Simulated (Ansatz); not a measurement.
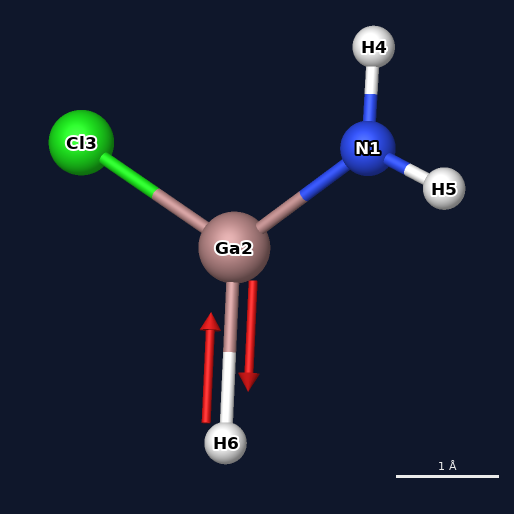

Arrows show the forces on the atoms, 0.4 Å of arrow for 1 eV/Å; forces under a tenth of the largest aren't drawn. Level of theory: PBE0-D4/def2-TZVP (Ansatz 0.2.0).

Question: Along which bond is the force strongest?

Answer: Ga2–H6, now 1.938 Å: the forces pull its atoms together, so a first step downhill shortens it.

List the force components in the frame of the picture (x right, y up, z towards the viewer), in eV/Å.

```
atom     Fx     Fy     Fz
  N1   0.00   0.00   0.00
 Ga2  −0.12  −2.74   0.26
 Cl3   0.00   0.00   0.00
  H4   0.00   0.00   0.00
  H5   0.00   0.00   0.00
  H6   0.12   2.74  −0.26
```
